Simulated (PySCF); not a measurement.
```xyz
20
charge 0, multiplicity 1
C     3.2878    0.1052    0.2227
C     1.9446    0.4198   -0.4258
C     0.8845   -0.6140   -0.0594
Si   -0.8081   -0.2304   -0.8380
C    -1.6870    1.2740   -0.1119
C    -2.8311    0.8790    0.4590
C    -3.1221   -0.5461    0.4064
C    -2.2165   -1.3158   -0.2070
H     4.0330    0.8491   -0.0512
H     3.1924    0.0969    1.3067
H     3.6446   -0.8724   -0.0955
H     2.0629    0.4484   -1.5111
H     1.6134    1.4094   -0.1053
H     0.7947   -0.6625    1.0273
H     1.2200   -1.5983   -0.3895
H    -0.7347   -0.1845   -2.3044
H    -1.3825    2.3071   -0.1290
H    -3.5288    1.5458    0.9477
H    -4.0334   -0.9186    0.8546
H    -2.3388   -2.3813   -0.3015
```

Describe the molecule in this file.

The molecule is C7H12Si. Its SMILES string is `CCC[SiH]1C=CC=C1`. Independent rings (smallest set): 1 of 5 members. Among its groups: alkene, Si–H bond. This geometry has C1 symmetry. Coordination, clear cases only: 3 C tetrahedral; 4 C trigonal planar.

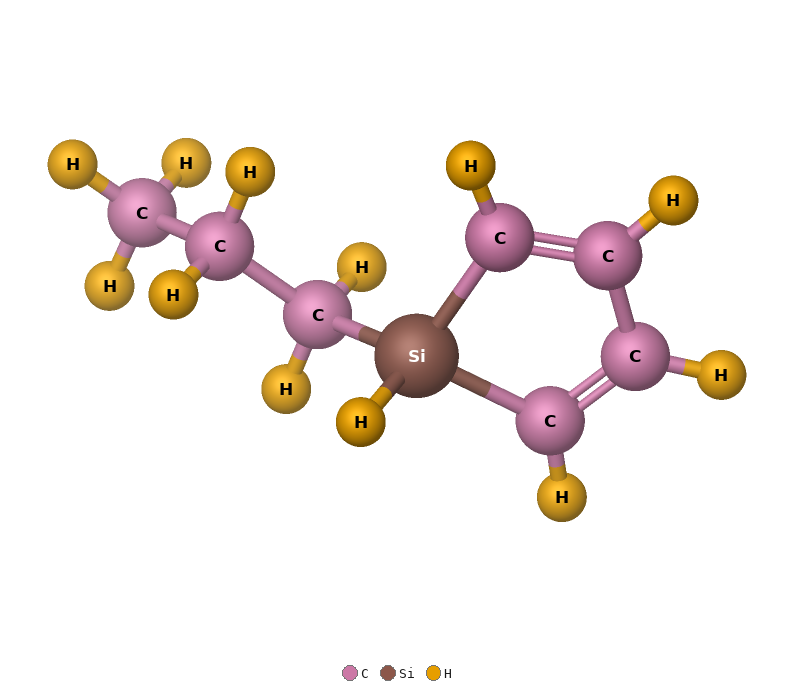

(Drawn from a calculation with PySCF.)
